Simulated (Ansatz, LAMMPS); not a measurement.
# Zn in place of Al at several sites of glassy 55SiO2-24Al2O3-11BaO-11CaO (mol %) (124 atoms), part 2 of 3

At which site of glassy 55SiO2-24Al2O3-11BaO-11CaO (mol %) (124 atoms) does Zn in place of Al cost least, and what about the site decides it?

Ansatz 0.2.0; Kohn-Sham DFT, PBE, PAW (set soft_2), plane waves.

The cell: 21 Si, 18 Al, 4 Ba, 4 Ca and 77 O. The quench rate of 60 K/ps is orders of magnitude faster than experiment. The starting topology of bonds comes from the classical model. Only the Γ point is sampled, in a cell whose shortest periodic width is 12 Å. No spin–orbit coupling is included.

So far. Step 2 (Single point at the start): The r.m.s. force at the start is 1.2 eV/Å. Step 3 (Relaxation): The relaxation converged after 20 steps, 10.7 eV below its start, with a largest force component of 0.043 eV/Å.

**4. Single point at the relaxed geometry**

The electronic structure is read at the final geometry, in a run of its own.

input.yaml reads:

```yaml
crystal:
  lattice:
    - [11.83624, 0.0, 0.0]
    - [0.0, 11.83624, 0.0]
    - [0.0, 0.0, 11.83624]
  atoms:
    - { symbol: Si, position: [0.03899, 0.43855, 0.27691] }
    - { symbol: Si, position: [0.23288, 0.71497, 0.61057] }
    - { symbol: Si, position: [0.07298, 0.9143, 0.54435] }
    - { symbol: Si, position: [0.35726, 0.7371, 0.83243] }
    - { symbol: Si, position: [0.1543, 0.00889, 0.3245] }
    - { symbol: Si, position: [0.16739, 0.76692, 0.25777] }
    [... 112 atom lines left out ...]
    - { symbol: O, position: [0.41595, 0.78644, 0.16861] }
    - { symbol: O, position: [0.84782, 0.3466, 0.7835] }
    - { symbol: O, position: [0.58464, 0.41733, 0.45245] }
    - { symbol: O, position: [0.05188, 0.30278, 0.95157] }
    - { symbol: O, position: [0.9966, 0.82107, 0.06334] }
    - { symbol: O, position: [0.85535, 0.50806, 0.61303] }
kpoints:
  mp_grid: { grid: [1, 1, 1] }
hamiltonian:
  xc: pbe
scf:
  occupations: { method: fermi_dirac, width: 0.05 }
output:
  forces: true
  stress: true
  populations: true
  dos:
    method: { smearing: { sigma: 0.1 } }
    de: 0.1
    projected: { site_lists: { Al: [Al], Ba: [Ba], Ca: [Ca], O: [O], Si: [Si] } }
  eigenvalues: true
  write_density: true
  write_potential: true
  volumetric_format: npy
  elf: true
```

On the command line:

```
ansatz run input.yaml --threads 4 --pin off --max-ram 8192MiB --backend cpu --events-out ev --progress --plain --runs-dir out
```

Numbers of over 12 decimals in the logs are rounded to 6 here.

Log:

```text
[...]
Crystal: 124 atoms, lattice volume = 1658.217 Å³
Basis set: ecut = 420 eV, 32423 PW (Γ), exchange–correlation on 160×160×160 points (8 copies of the dense FFT grid, shifted against one another)
Bands: 464, of which v1, the nominal top of the filled ones, is band 340 counted from 1 (339 counted from 0)
Symmetry: 1 space group operations
[...]
k-points: 1
[...]
SCF iter   1: F=—  HF=-97944.613426 eV  |F-HF|=—  |Δ(HF+E_count)|=         —  Δρ=2.14e-3  dr2=1.14e-1  ethr=1.77e-3  ⟨swp⟩=6.0  Hψ=2074  notcnv=0  defer=112
[...]
SCF iter   9: F=-97944.610949 eV  HF=-97944.610949 eV  |F-HF|=2.02e-8  |Δ(HF+E_count)|=   3.85e-7  Δρ=2.30e-6  dr2=9.89e-8  ethr=1.47e-11  ⟨swp⟩=23.0  Hψ=4861  notcnv=0
SCF 1 converged in 9 iterations: F = -97944.610949 eV  dr2 = 9.89e-8
[...]
SCF converged after 9 iterations
Free energy (F): -97944.610949 eV
[...]
Internal energy: -97944.610949 eV  (E = F + TS)
E sigma→0 (E₀):  -97944.610949 eV
Fermi energy:    6.410910 eV
[...]
--- Forces (eV/Å), atoms counted from 1 ---
  atom   1  Si    -0.00588755    -0.00691291     0.00563355
  atom   2  Si     0.00022077    -0.02038742     0.01430285
  atom   3  Si     0.00470478     0.01118917    -0.01680813
  atom   4  Si     0.01161034    -0.00204735     0.00682579
  atom   5  Si     0.00026136     0.00227832    -0.02995892
  atom   6  Si     0.00831656    -0.00625290    -0.01009445
  atom   7  Si     0.01342045     0.00002231     0.01939559
  atom   8  Si     0.01543454     0.00071020     0.00860602
  atom   9  Si     0.00853820    -0.02230893    -0.00935638
  atom  10  Si     0.00009104     0.01231843     0.00510011
  atom  11  Si    -0.00404725     0.00459039    -0.00697046
  atom  12  Si     0.00821620     0.00516261     0.00652453
  atom  13  Si    -0.00328971     0.00160646    -0.01267786
  atom  14  Si     0.00323901    -0.00501803    -0.00675400
[...]
atom 123  O      0.01168792     0.02349935    -0.02292274
  atom 124  O     -0.00193617    -0.00501178     0.00555635
  max |Σ_I F_I| component: 1.13e-4 eV/Å
--- Stress (GPa, compression-positive) ---
        2.264302       0.733732       0.645074
        0.733737       1.615660       1.232686
        0.645075       1.232681       2.149972
  P = ⅓ Tr σ = 2.0100 GPa (20.100 kbar)
--- Band table (eV) ---
[...]
--- Löwdin populations: 124 sites ---
  site symbol       q [e]
     0     Si      2.3707
     1     Si      2.2696
     2     Si      2.3420
[...]
123      O      6.9898
  spilling = 0.012157 (of n_electrons = 680.000000)
```

It took 30 s on 4 threads of Arm Neoverse V2, shared host; peak memory 2.4 GiB.

Numbers from this run:

| Item | Value |
| --- | --- |
| free energy | -97944.6109 eV |
| free energy per atom | -789.8759 eV/atom |
| SCF cycles | 9 |
| pressure | 2.01 GPa |
| r.m.s. force component | 0.01062 eV/Å |
| longest force | 0.04658 eV/Å |
| Fermi energy | 6.411 eV |
| gap (highest filled to lowest empty level) | 3.71 eV |
| spilling of the projection | 0.01216 |

Löwdin charges by element (they lack the spilled electrons, 0.067 e an atom on average):

```
element  coordination  atoms  mean charge (e)  spread  least    most
     Al           all     18             1.33  0.0447   1.20    1.38
     Ba           all      4             1.87    0.02   1.85    1.90
     Ca           all      4             1.80  0.0192   1.77    1.82
      O           all     77           -0.858  0.0741  -1.06  -0.759
     Si           all     21             1.70  0.0446   1.59    1.75
```

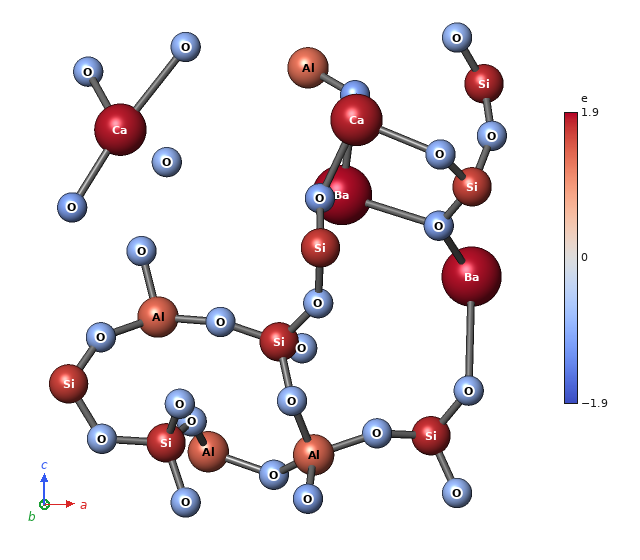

Atoms coloured by Löwdin charge. Drawn is a slice 4 Å thick, seen along the normal of the ac plane. Bonds to atoms that aren't drawn are left out.

States in the cell by windows of 1 eV, zero at the Fermi level; the larger projections on atomic orbitals stand beside the total:

```
from (eV)  to (eV)  total   O p  Si p  Ba p
      -14      -13    1.7   0.0   0.0   1.6
      -13      -12   18.7   0.7   0.1  17.6
      -12      -11    7.8   3.0   0.2   3.3
      -11      -10   14.3   9.7   0.7   0.1
      -10       -9   15.3  10.8   1.2   0.0
       -9       -8   32.8  24.6   3.7   0.0
       -8       -7   39.4  30.5   3.6   0.1
       -7       -6   49.9  40.0   3.5   0.1
       -6       -5   72.7  62.3   2.9   0.1
       -5       -4   88.2  80.5   1.9   0.2
       -4       -3   90.9  85.5   1.1   0.2
       -3       -2   50.4  48.0   0.5   0.1
       -2       -1    3.9   3.6   0.0   0.0
       -1        1    0.0   0.0   0.0   0.0
        1        2    1.9   0.0   0.0   0.0
        2        3    0.1   0.0   0.0   0.0
        3        4   20.3   1.7   1.6   0.0
        4        5   46.9   3.1   4.2   0.0
```

Between -26 and -14 eV lie 178 more states.

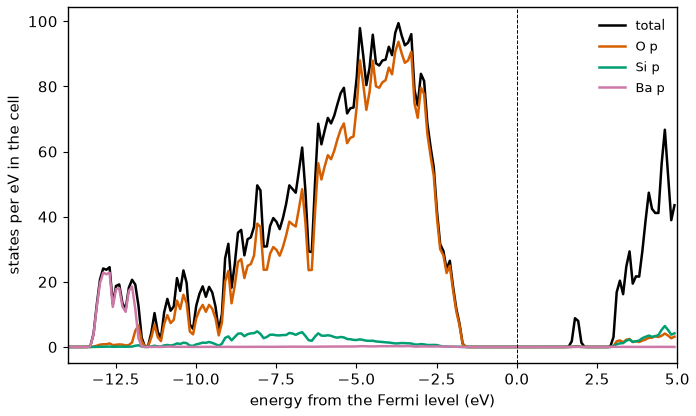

Total and projected density of states, with the broadening of the input.

The levels nearest the highest filled one (over half full), pooled over k-points and spins:

```
level less the highest filled one (eV)  occupation
                                -0.449           2
                                -0.409           2
                                -0.298           2
                                -0.205           2
                                -0.183           2
                                     0           2
                                  3.71           0
                                  5.01           0
                                  5.03           0
                                  5.18           0
                                  5.31           0
                                  5.33           0
```

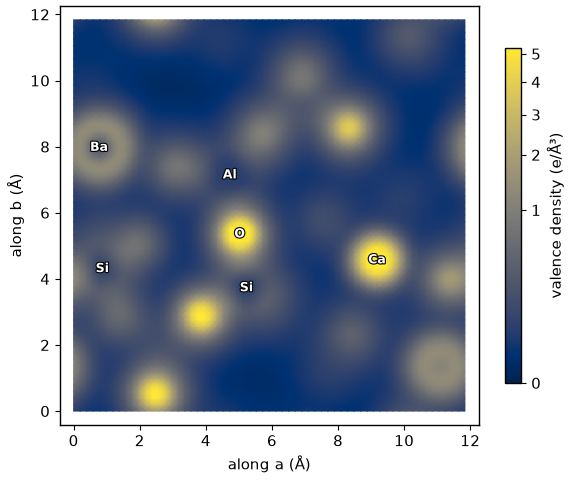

Valence density in the ab plane at fractional z = 0.528, with atoms of Si and Al and Ba and Ca and O within 0.2 Å of it. It is the smooth field of the valence electrons, not physical close to the nuclei. The map starts off the cell's origin, so that atoms lie inside it. The colour scale is stretched toward low values.

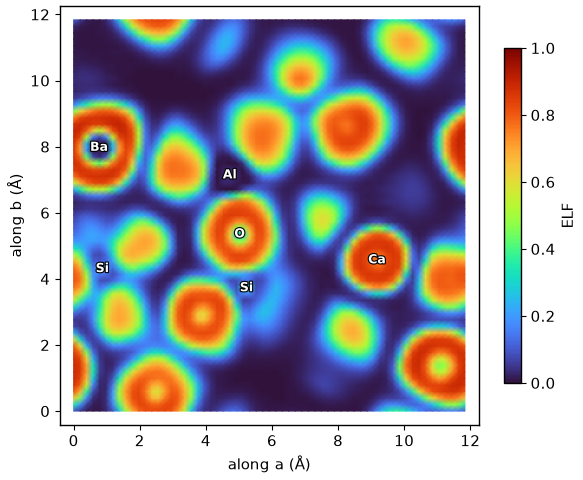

ELF in the ab plane at fractional z = 0.528, with atoms of Si and Al and Ba and Ca and O within 0.2 Å of it. It is the smooth field of the valence electrons, not physical close to the nuclei. The map starts off the cell's origin, so that atoms lie inside it.

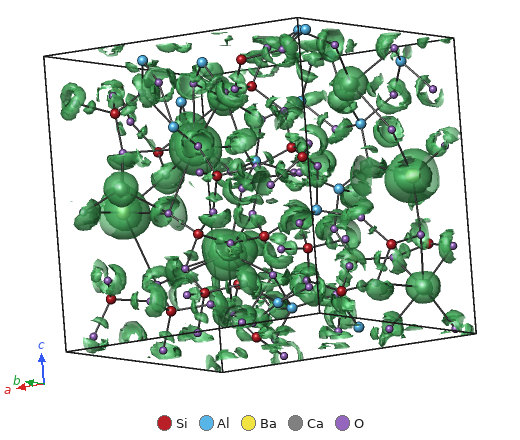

Surface of ELF = 0.83. Bonds to atoms that aren't drawn are left out.

The highest filled and lowest empty levels differ by 3.71 eV (at Γ alone); a semilocal functional tends to put such gaps too low. In a disordered cell it changes from sample to sample, and tail or defect levels can set it. Mean Löwdin charges: Al +1.33, Ba +1.87, Ca +1.80, O -0.86, Si +1.70 e (they miss 1.2 % of the electrons, so they add up to more than the cell's charge).

**5. Zn on a site of Al, site Al30**

The site has 4 bonded neighbours (O4) at 1.81 Å on average, by cutoffs that count no bonds between two metal atoms or like ions. The change is made in the relaxed cell and the atoms are relaxed again, with spin allowed.

input.yaml reads:

```yaml
crystal:
  lattice:
    - [11.83624, 0.0, 0.0]
    - [0.0, 11.83624, 0.0]
    - [0.0, 0.0, 11.83624]
  atoms:
    [... atom lines 1 to 26 left out ...]
    - { symbol: Al, position: [0.24393, 0.5659, 0.4111] }
    - { symbol: Al, position: [0.11616, 0.16032, 0.92581] }
    - { symbol: Al, position: [0.5313, 0.13891, 0.84555] }
    - { symbol: Zn, position: [0.52684, 0.98027, 0.70009], spin: 0.6 }
    - { symbol: Al, position: [0.39911, 0.1536, 0.53162] }
    - { symbol: Al, position: [0.3228, 0.26933, 0.96347] }
    - { symbol: Al, position: [0.58014, 0.49508, 0.11277] }
    [... atom lines 34 to 124 left out ...]
magnetization:
  spin_polarized: true
kpoints:
  mp_grid: { grid: [1, 1, 1] }
hamiltonian:
  xc: pbe
scf:
  occupations: { method: fermi_dirac, width: 0.025 }
  lower_state_search: "off"
output:
  forces: true
  eigenvalues: true
relax:
  f_tol: 0.05
  max_steps: 90
```

Log:

```text
[...]
Pseudopotentials: kind: paw
Pseudopotential: Si, paw, valence charge 4, recommended cutoff 420 eV (normal), Si.paw.azcp
Pseudopotential: Al, paw, valence charge 3, recommended cutoff 420 eV (normal), Al.paw.azcp
Pseudopotential: Zn, paw, valence charge 12, recommended cutoff 420 eV (normal), Zn.paw.azcp
Pseudopotential: Ba, paw, valence charge 10, recommended cutoff 420 eV (normal), Ba.paw.azcp
Pseudopotential: Ca, paw, valence charge 10, recommended cutoff 420 eV (normal), Ca.paw.azcp
Pseudopotential: O, paw, valence charge 6, recommended cutoff 420 eV (normal), O.paw.azcp
[... 5 lines on functional and potentials left out ...]
Crystal: 124 atoms, lattice volume = 1658.217 Å³
Basis set: ecut = 420 eV, 32423 PW (Γ), exchange–correlation on 160×160×160 points (8 copies of the dense FFT grid, shifted against one another)
Bands: 470, of which v1, the nominal top of the filled ones, is band 345 counted from 1 (344 counted from 0)
Symmetry: 1 space group operations
Space group: P1 (ITA 1), of the structure as read, at distance tolerance 1.2e-4 Å
Magnetic group: BNS 1.1 (UNI 1), of the structure as read, at distance tolerance 1.2e-4 Å
k-points: 1
[... 13 lines on functional and potentials left out ...]
Initial density: superposition of atomic densities (chi_scale 0.1, normalization cell, long waves 50 % of neutral atoms (reshape's long-wave potential 1.50 eV rms, cloud 2.81 Å wide))
Starting moments: Σ|m| = 3 μB on 5 of 124 sites
Initial wavefunctions: pseudopotential atomic-orbital guess
[...]
SCF iter   1: F=—  HF=-100791.442146 eV  |F-HF|=—  |Δ(HF+E_count)|=         —  Δρ=5.45e-2 (↑4.84e-2 ↓5.45e-2)  dr2=2.28e2  dr2_m=1.74e0  M=0.000 μB ∫|m|=0.467 μB  β_m=0.30  ethr=3.10e-3  ⟨swp⟩=10.0  Hψ=5308  notcnv=0  defer=162
preconditioner: auto → Kerker (q_TF=auto, 2.357 Å⁻¹)  [metal: Δε(μ)=0.000 eV  Ē_g=13.658 eV  σ=0.025 eV  W_gap=0.00  n_scr=364 (ndim 8)  ℏωp=23.2 eV  f_vac=0.030  D(μ)=20.00/eV (n_scr^D=80)]
spin=Collinear: Kerker preconditioning applied to the charge; magnetization (m = ρ↑ − ρ↓) channel mixes plain (no charge-response kernel on spin).
SCF iter   2: F=—  HF=-100756.022173 eV  |F-HF|=—  |Δ(HF+E_count)|=    3.54e1  Δρ=3.26e-2 (↑2.89e-2 ↓3.26e-2)  dr2=1.17e2  dr2_m=8.79e-1  M=0.001 μB ∫|m|=0.380 μB  β_m=0.30  ethr=3.10e-3  ⟨swp⟩=3.0  Hψ=1765  notcnv=0  defer=240
preconditioner: auto → Resta (q_TF=auto, 2.357 Å⁻¹)  ε∞=4.0  [insulator: Δε(μ)=1.721 eV  Ē_g=13.460 eV  σ=0.025 eV  W_gap=0.54  n_scr=364 (ndim 8)  ℏωp=23.2 eV  f_vac=0.030  D(μ)=22.64/eV (n_scr^D=92)  ε∞_Penn≈4.0]
spin=Collinear: Resta preconditioning applied to the charge; magnetization (m = ρ↑ − ρ↓) channel mixes plain (no charge-response kernel on spin).
[...]
relax step   5: F+E_penalty+E_count = -100720.81197316 eV  Δ(F+E_penalty+E_count) = -2.009e-1 eV  max|allowed force component| = 4.084e-1 eV/Å  Δτ_max = 0.0992 Å  (16 SCF iters, accepted)
relax step  10: F+E_penalty+E_count = -100721.04505578 eV  Δ(F+E_penalty+E_count) = -1.641e-2 eV  max|allowed force component| = 1.651e-1 eV/Å  Δτ_max = 0.0438 Å  (8 SCF iters, dr2 threshold 1.26e-5 eV, accepted)
relax step  15: F+E_penalty+E_count = -100721.10832755 eV  Δ(F+E_penalty+E_count) = -1.516e-2 eV  max|allowed force component| = 1.331e-1 eV/Å  Δτ_max = 0.0832 Å  (8 SCF iters, dr2 threshold 5.68e-6 eV, accepted)
relax step  20: F+E_penalty+E_count = -100721.18651970 eV  Δ(F+E_penalty+E_count) = -8.715e-3 eV  max|allowed force component| = 1.080e-1 eV/Å  Δτ_max = 0.0426 Å  (8 SCF iters, dr2 threshold 3.42e-6 eV, accepted)
relax step  23: F+E_penalty+E_count = -100721.25067481 eV  Δ(F+E_penalty+E_count) = -2.341e-2 eV  max|allowed force component| = 2.390e-1 eV/Å  Δτ_max = 0.1431 Å  (17 SCF iters, dr2 threshold 1.00e-4 eV, accepted)
[...]
spin=Collinear: Resta preconditioning applied to the charge; magnetization (m = ρ↑ − ρ↓) channel mixes plain (no charge-response kernel on spin).
[...]
Step cancelled. What follows is not a result of the run: it is the report of the last solve that finished, which converged after 17 SCF iterations.
Magnetization: 0.9523 μB (344.9761 up, 344.0239 down)
Absolute magnetization: 1.0518 μB (∫|ρ↑−ρ↓|, with the PAW one-centre terms)
Spin contamination: 0.0246 ħ² per cell (⟨S²⟩ above its minimum at these occupations)
Per-site moments (μB) at R_I (Å): [(-3.63288518647103e-7, 0.667370), (1.1908608467642718e-5, 0.662518), (2.056202644052641e-6, 0.658886), (2.6310842570395264e-6, 0.656794), (-3.7643934409683207e-6, 0.660226), [...]
Free energy (F): -100721.250675 eV
Harris-Foulkes:  -100721.250688 eV  (|F-HF|=1.37e-5)
Internal energy: -100721.239697 eV  (E = F + TS)
E sigma→0 (E₀):  -100721.245186 eV
Entropy (-TS):   -0.010977 eV (-0.089 meV/atom)
Fermi energy:    4.540970 eV
--- Per-component energies (eV) ---
[...]
Σ components = -100721.250675   (vs F -100721.250675, Δ=0.00e0)
--- Forces (eV/Å), atoms counted from 1 ---
  atom   1  Si    -0.02410174    -0.01553283     0.03210385
  atom   2  Si     0.09751537    -0.02904927     0.02145948
  atom   3  Si    -0.00611107    -0.08283677     0.07069379
  atom   4  Si    -0.12399228     0.04834078    -0.05745592
[...]
atom 124  O      0.04367803    -0.02315732     0.03085292
  max |Σ_I F_I| component: 1.59e-3 eV/Å
--- Band table (eV) ---
  k-point 0 ↑: bands = ["-34.4117", "-34.0505", "-33.6107", "-33.0563", [... 454 levels ...], "13.9044", "13.9565", "13.9718", "14.0104", "14.0289", "14.0419", "14.0839", "14.1098", "14.1278", "14.1545", "14.1694", "14.1990"]
  k-point 0 ↓: bands = ["-34.4116", "-34.0505", "-33.6119", "-33.0563", [... 454 levels ...], "13.9090", "13.9574", "13.9734", "14.0122", "14.0304", "14.0450", "14.0848", "14.1120", "14.1293", "14.1558", "14.1703", "14.2015"]
End of that report.
Error: SIGTERM received: cancelled by the caller after 16 completed SCF iterations
[key lines of the parts left out:]
The SCF converged. Along the directions that its mixing steps explored, a Ritz value of the dielectric operator 1 − χ₀K read negative at each of the l
```

The job ended after 20 min (4 threads; peak memory 4.2 GiB).

The relaxation was stopped at its limit after 23 steps, 1.65 eV below its start, with a largest force component of 0.24 eV/Å.

The surroundings of the Zn atom, after relaxation, nearest first, numbered as they follow in the input and with coordinates relative to it.

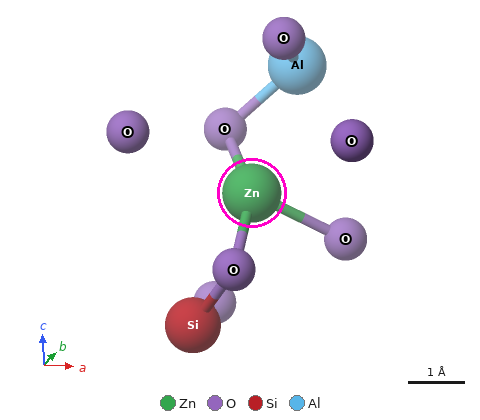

The atoms of the table, within 3.0 Å (arrows a, b, c point along x, y, z); some may hide others; the central atom is ringed.

```
atom      x      y      z  distance (Å)  bonds
Zn30   0.00   0.00   0.00          0.00      3
O102   0.19  -1.63  -0.92          1.88      3
 O91  -1.00   1.51   0.66          1.93      3
 O90   1.49   0.82  -1.03          1.99      3
O113  -0.92   0.37  -2.29          2.49      2
 O88  -1.98  -1.03   1.36          2.61      2
Si15  -0.77  -1.26  -2.18          2.63      4
Al29   0.20   2.14   1.76          2.78      4
 O95   0.47   0.71   2.77          2.90      3
O103   2.37  -1.11   1.55          3.04      2
```

The column of bonds counts only the pairs O-Si within 2.08 Å, O-Al within 2.19 Å, O-Ba within 3.29 Å, O-Ca within 2.98 Å, O-Zn within 2.23 Å; other neighbours, such as metal atoms beside each other in a compound, aren't counted, and periodic images can show an atom twice.

The largest move is 1.14 Å, by O95.

(Continued in part 3 of 3.)

[Logs are printed without paths, hosts, clocks, repeated set-up lines and the standing remarks that a program may print on its own settings, such as how far it seeks lower states.]

[Hosts, paths, dates, database ids (printed as entryN), source tags and the programs' standing remarks are cut or masked in the printed files.]
